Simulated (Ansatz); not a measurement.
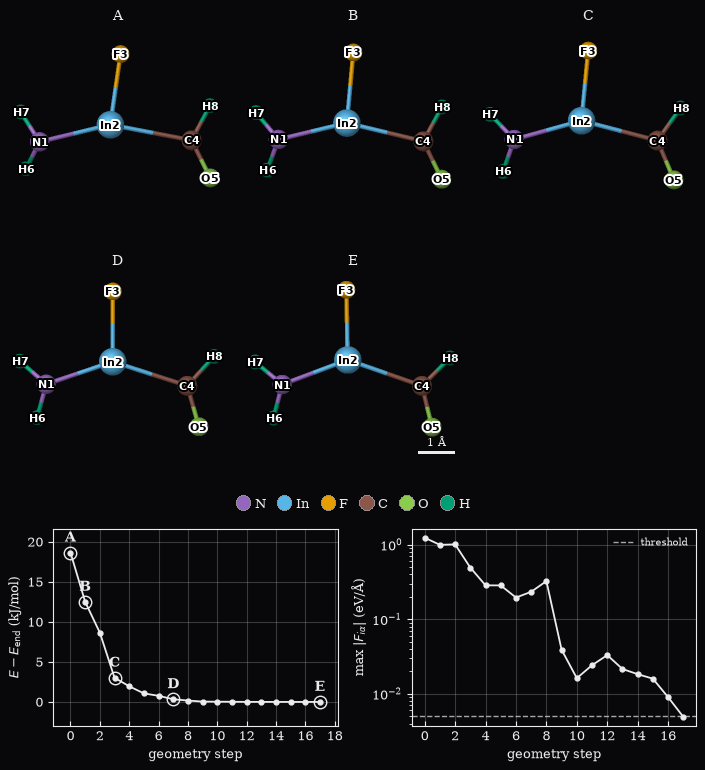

Frames of a relaxation of CH₃FInNO, marked on the history of the run. The picture is a ball-and-stick view, seen face on.

The start comes from GFN2-xTB.

Level of theory: Ansatz 0.2.0, RKS PBE0-D4/def2-TZVP. (force threshold 0.005 eV/Å; at most 150 steps)

What happens along the run?

Answer. The energy falls by 18.6 kJ/mol in 17 geometry steps. Largest force component: 1.2 eV/Å at the start, 0.0049 eV/Å at the end. The largest move after the best rigid fit is that of H6, 0.40 Å. By element the largest moves are H 0.40 Å, O 0.39 Å, F 0.38 Å, In 0.28 Å, N 0.26 Å, C 0.13 Å. Some distances before and after: In2–C4 2.329 → 2.214 Å, N1–In2 2.104 → 1.999 Å, In2–F3 2.006 → 1.970 Å, C4–O5 1.177 → 1.193 Å. Among the angles between lasting bonds that change: F3–In2–C4 92.4° → 110.3°, N1–In2–C4 154.4° → 140.2°, In2–N1–H7 104.5° → 116.3°. The run took 51 s on 4 threads of AMD EPYC 7B13, on a shared host. From step 0 to 1: H6 moves most (0.19 Å), energy −6.15 kJ/mol. From step 1 to 3: H8 moves most (0.12 Å), energy −9.48 kJ/mol. From step 3 to 7: F3 moves most (0.19 Å), energy −2.68 kJ/mol. From step 7 to 17: F3 moves most (0.06 Å), energy −0.33 kJ/mol.

| step | E − E(0), kJ/mol | largest force component, eV/Å |
| --- | --- | --- |
| 0 | 0.00 | 1.2424 |
| 1 | -6.15 | 0.9969 |
| 2 | -10.00 | 1.0108 |
| 3 | -15.63 | 0.4932 |
| 4 | -16.69 | 0.2855 |
| 5 | -17.58 | 0.2846 |
| 6 | -17.88 | 0.1957 |
| 7 | -18.31 | 0.2338 |
| 8 | -18.47 | 0.3252 |
| 9 | -18.60 | 0.0390 |
| 10 | -18.62 | 0.0162 |
| 11 | -18.62 | 0.0242 |
| 12 | -18.64 | 0.0331 |
| 13 | -18.64 | 0.0216 |
| 14 | -18.64 | 0.0184 |
| 15 | -18.64 | 0.0160 |
| 16 | -18.65 | 0.0090 |
| 17 | -18.65 | 0.0049 |
